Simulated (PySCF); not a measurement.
The calculation's input:

```
{"job": {"kind": "uv", "xc": "B3LYP", "basis": "def2-SVPD", "dynamic": true, "nstates": 6, "ntriplets": 0}, "charge": 0, "multiplicity": 1}
C      2.003014    -1.511282     0.525628
C      1.081847    -0.829569     0.137124
C     -0.047646     0.006837    -0.297638
C     -1.364019    -0.561292     0.211241
C      0.164831     1.454886     0.117586
F     -0.096599    -0.021775    -1.688188
H      2.822772    -2.118214     0.862727
H     -1.387181    -0.565111     1.309673
H     -1.491598    -1.590907    -0.149214
H     -2.194202     0.053846    -0.164877
H      1.102091     1.834219    -0.311287
H     -0.670537     2.065895    -0.253708
H      0.215483     1.540933     1.211764
```

Launched as:

```sh
OMP_NUM_THREADS=1 python probes_run.py task.json out
```

Geometry: PBE0-D3(BJ)/def2-SVP.

Method: B3LYP/def2-SVPD, SCF density, gas phase in PySCF 2.14.0.

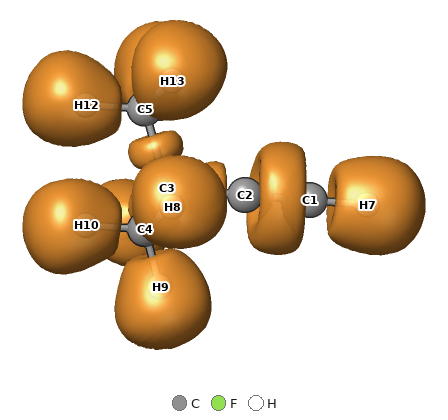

C$_{5}$H$_{7}$F (HC≡CCF(CH3)2). Isosurface of the electron localisation function at 0.75 (orange), seen at a tilt. Core shells and regions of very low density are left out.

Identify the bonds, lone pairs and shells in this picture.

The surface consists of four regions between bonded C–C atoms (shared pairs), seven regions around hydrogen nuclei and one region on F in which the atom's valence shell and bonds are merged.

Values along the shortest contacts:
C–C (1.21 Å): the ELF peaks at about 0.85 between the atoms: a multiple bond. C–F (1.39 Å): the ELF peaks at about 0.85 between the atoms: a polar covalent bond.
